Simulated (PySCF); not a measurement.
Input file:

```
{"job": {"kind": "nmr", "xc": "PBE0", "basis": "pcSseg-2"}, "charge": 0, "multiplicity": 1}
Si    -0.827652    -0.753712    -0.268338
Si     0.867189     0.772913     0.278144
H     -2.111328    -0.028497    -0.520333
H     -0.454907    -1.514703    -1.500563
H     -1.033212    -1.723817     0.851181
H      1.134093     1.677576    -0.882289
H      0.456069     1.604056     1.451229
H      2.127681     0.045557     0.621440
```

Launched as:

```sh
OMP_NUM_THREADS=1 python cluster_run.py task.json out
```

Geometry: PBE0-D3(BJ)/def2-SVP.

Method: PBE0/pcSseg-2, SCF density, gas phase, non-relativistic in PySCF.

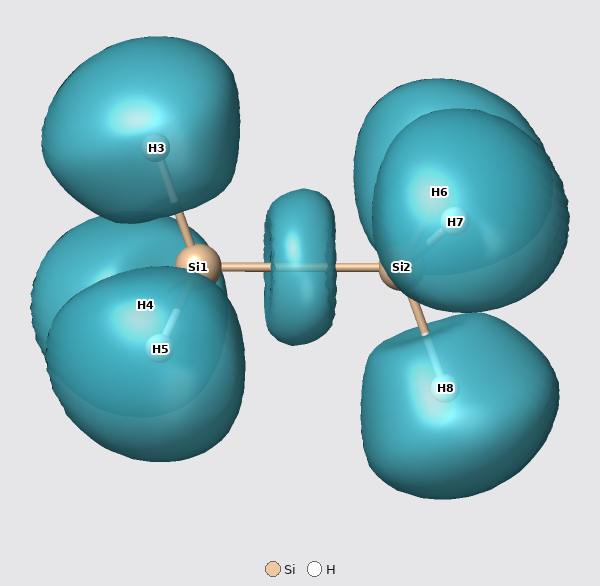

H₆Si₂. Isosurface of the electron localisation function at 0.75 (cyan), seen at a tilt. Core shells and regions of very low density are left out.

Q: Identify the bonds, lone pairs and shells in this picture.

A: At this value the surface marks out one region between bonded Si–Si atoms (shared pairs) and six regions around hydrogen nuclei. Profiles from the grid: Si–Si (2.35 Å): the ELF peaks at about 1 between the atoms (a shared electron pair). Si–H (1.50 Å): the ELF climbs to about 1 towards the hydrogen, as it does in any bond to H.
